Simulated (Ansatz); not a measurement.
A series of calculations on C2H8OSSi

**1. Relaxation**

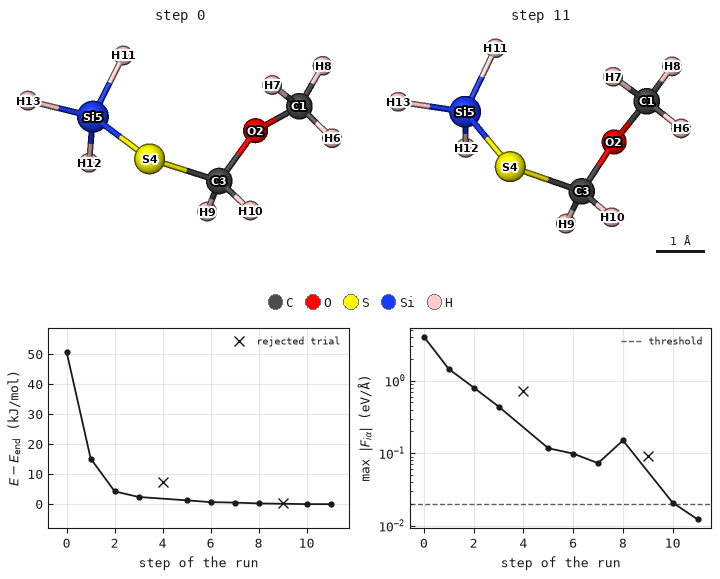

First and last geometry of a relaxation of C$_{2}$H$_{8}$OSSi, with the history of the run. The picture is a ball-and-stick view, seen at a tilt.

The run prepares an end point of a later path (hydrogen shift) calculation, from a guessed geometry.

Theory: UKS PBE-D4/6-31G* in Ansatz. Settings: collinear spin; force threshold 0.02 eV/Å; at most 50 steps.

**Read the history and describe the run.**

It converged. After 9 accepted moves (11 points after the start) the energy has fallen by 50.7 kJ/mol. Largest force component: 4 eV/Å at the start, 0.012 eV/Å at the end. The line search rejected the trial steps at points 4, 9 of the run. The atom that moves furthest after the best rigid fit is H7 (0.53 Å). By element the largest moves are H 0.53 Å, C 0.32 Å, Si 0.29 Å, O 0.26 Å, S 0.22 Å. Some distances before and after: C3–S4 1.741 → 1.880 Å, C1–H6 1.021 → 1.109 Å, S4–Si5 2.113 → 2.156 Å, O2–C3 1.426 → 1.397 Å. Bond angles that change, for instance: S4–C3–H10 113.2° → 104.4°, C3–S4–Si5 105.3° → 97.1°, H9–C3–H10 105.0° → 110.1°.

**2. Relaxation**

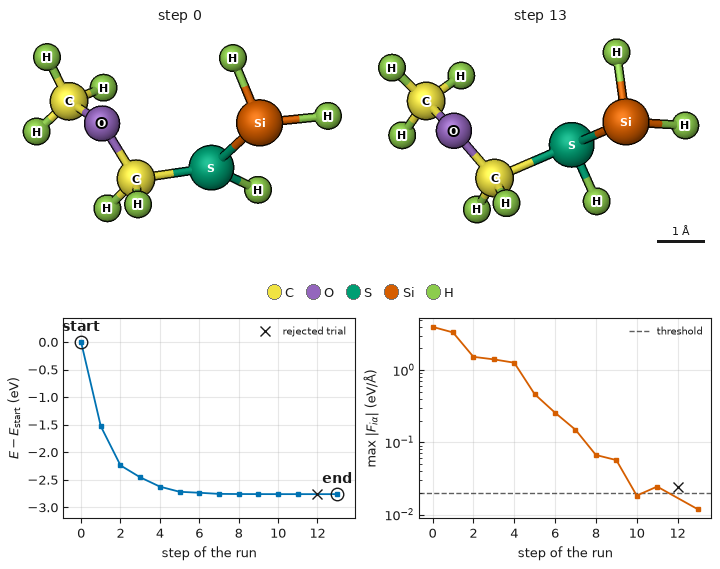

First and last geometry of a relaxation of C$_{2}$H$_{8}$OSSi, with the history of the run. A ball-and-stick model, seen at a tilt.

The run prepares an end point of a later path (hydrogen shift) calculation, from a guessed geometry.

Level of theory: UKS PBE-D4/6-31G* in Ansatz.

Input
```yaml
crystal:
  periodic: [false, false, false]
  atoms:
    - { symbol: C, position_ang: [-0.6992, -1.0033, 1.788] }
    - { symbol: O, position_ang: [0.2889, -0.2393, 1.128] }
    - { symbol: C, position_ang: [0.6772, -0.8461, -0.1021] }
    - { symbol: S, position_ang: [-0.2461, -0.3818, -1.503] }
    - { symbol: Si, position_ang: [0.0732, 1.6959, -1.7181] }
    - { symbol: H, position_ang: [-0.4079, -1.9482, 2.0406] }
    - { symbol: H, position_ang: [-1.6129, -1.0137, 1.1499] }
    - { symbol: H, position_ang: [-0.9706, -0.4112, 2.6895] }
    - { symbol: H, position_ang: [1.7448, -0.5156, -0.2386] }
    - { symbol: H, position_ang: [0.7315, -1.9372, 0.0389] }
    - { symbol: H, position_ang: [-0.5401, 2.4439, -0.5433] }
    - { symbol: H, position_ang: [-0.74868, -0.77523, -2.72653] }
    - { symbol: H, position_ang: [-0.5783, 2.2049, -2.9877] }
magnetization:
  spin_polarized: true
basis:
  gaussian: { orbitals: "6-31G*" }
hamiltonian:
  xc: pbe
  dispersion: d4
relax:
  f_tol: 0.02
  max_steps: 50
```

Run as
```bash
ansatz run input.yaml --threads 2 --pin off --max-ram 3072MiB --backend cpu --events-out ev --progress --plain --runs-dir out
```

Question: Did the run converge, and what did it change?

Answer: It converged. After 12 accepted moves (13 points after the start) the energy has fallen by 2.759 eV. The largest force component goes from 4 to 0.012 eV/Å. The line search rejected the trial step at point 12 of the run. The largest move after the best rigid fit is that of H12, 0.68 Å. By element the largest moves are H 0.68 Å, S 0.50 Å, Si 0.40 Å, O 0.23 Å, C 0.06 Å. Near-neighbour distances that change, for instance: S4–Si5 2.113 → 2.396 Å, C3–S4 1.741 → 1.919 Å, C1–H6 1.021 → 1.108 Å, O2–C3 1.426 → 1.377 Å. Among the angles between lasting bonds that change: C3–S4–H12 146.2° → 94.8°, S4–Si5–H13 110.5° → 84.8°, S4–Si5–H11 110.1° → 87.3°.

**3. Path**

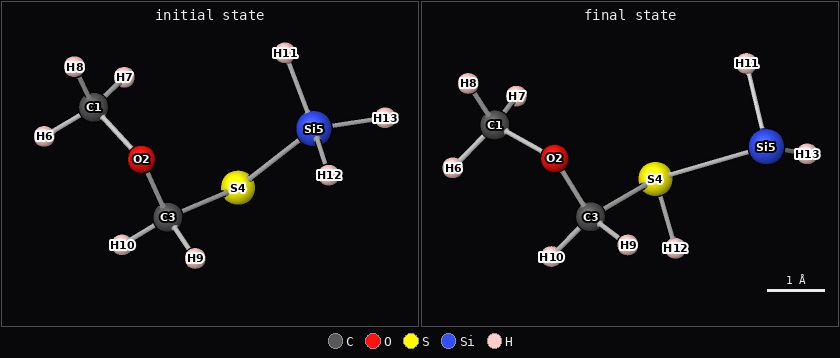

The two relaxed end points of a path for C₂H₈OSSi. Style: ball-and-stick. Shown at a tilt.

The calculation used UKS PBE-D4/6-31G* in Ansatz.

Run with 7 movable images; climbing image; force threshold 0.05 eV/Å; iteration limit 60.

Start:
```xyz
13

C    -0.6938   -0.7269    1.6364
O     0.5366   -0.2915    1.0566
C     0.8678   -0.9710   -0.1185
S    -0.2234   -0.5806   -1.5985
Si   -0.0613    1.5670   -1.4912
H    -0.6634   -1.8121    1.8609
H    -1.5481   -0.5229    0.9640
H    -0.8122   -0.1609    2.5718
H     1.8996   -0.6797   -0.3644
H     0.7982   -2.0716   -0.0066
H    -0.8902    2.1709   -0.3970
H     1.3721    1.9650   -1.2913
H    -0.5613    2.0796   -2.8076
```

End:
```xyz
13

C    -0.7030   -1.0378    1.7549
O     0.4184   -0.2476    1.3459
C     0.8988   -0.5611    0.0938
S    -0.2695    0.1163   -1.2693
Si    0.4545    2.3935   -1.4497
H    -0.4647   -2.1192    1.7101
H    -1.5902   -0.8356    1.1253
H    -0.9186   -0.7492    2.7934
H     1.8565   -0.0360   -0.0459
H     0.9808   -1.6519   -0.0893
H    -0.8834    2.7943   -0.7973
H     0.4248   -0.4384   -2.2993
H    -0.1840    2.3378   -2.8579
```

> Predict the minimum-energy path and its barrier.

Forward barrier 2.49 eV, backward barrier 0.40 eV, with image 5 at the top; the reaction energy is +2.08 eV. A hydrogen atom shifts from one atom to another. Breaking: Si5–H12 (1.50 → 1.86 at the top → 2.96 Å). Forming: S4–H12 (3.02 → 1.46 at the top → 1.36 Å). The band converged in 27 iterations. The largest component of the band force went from 9.9 to 0.028 eV/Å. The climbing image converged on the top of the path. Its vibrational analysis gives one imaginary mode (386i cm⁻¹), as a transition state must have.

Energies of the converged images:

```tsv
image	path (Å)	E (eV)
0	0.00	0.000
1	0.46	0.014
2	0.91	0.183
3	1.37	1.000
4	1.83	2.190
5	2.29	2.487
6	3.43	2.101
7	4.57	2.087
8	5.71	2.083
```

The geometry at the top of the path:

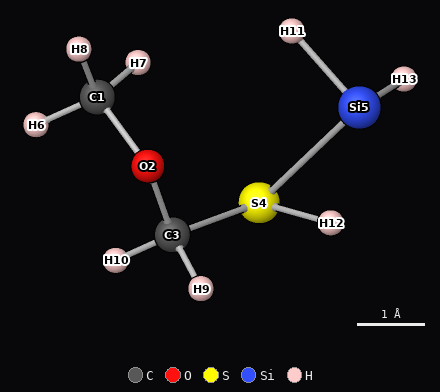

The run took 5.7 min on 2 threads of Intel(R) Xeon(R) Gold 6455B (Sapphire Rapids) (shared host), peak memory 0.23 GiB.
